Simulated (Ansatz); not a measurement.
The parent structure is GaN in the wurtzite structure (space group P6_3mc, No. 186; a = 3.183 Å, c = 5.185 Å).

Now apply this change: Al replaces 50.0 % of the Ga, ordered in a cell of 12 atoms (starting symmetry P3m1) and fully relaxed.

Method: Ansatz (an electronic-structure program), PBEsol, PAW, cutoff 420 eV, without spin-orbit coupling.

The zone is the changed cell's own and can be folded.

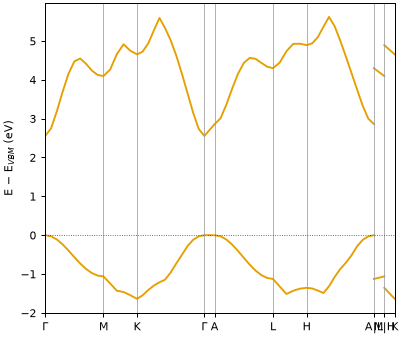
Fig. 1. Highest valence and lowest conduction band along the path of the changed cell's own zone

The gap is 2.56 eV, direct at Γ; the base has 1.88 eV.

Each cell is one ordered arrangement of few atoms, which overstates ordering effects compared with a random alloy. Whether these cells are dynamically stable was not tested. k-point labels follow each cell's own Brillouin zone.
